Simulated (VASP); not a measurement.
Band structure of SnO2 (rutile). Method: PBE GGA with D3 dispersion (zero damping), VASP's PBE PAW potentials (set 64) (plane waves; VASP).

Unless said otherwise, spin-orbit coupling is left out, though it shifts the bands of the heavy elements here.

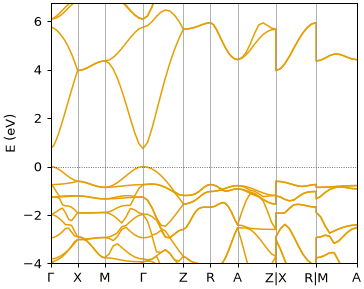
Fig. 1. Bands along high-symmetry lines, zero at the valence-band maximum or, without a gap, the Fermi level

**Question.** Read the plot: is there a gap, and where are the band edges?

**Answer.** The gap is direct, 0.74 eV, from the valence maximum at Γ to the conduction minimum at Γ. (Edges off the drawn lines would not show.)

The compound is SnO2 in the rutile structure. It was relaxed first.
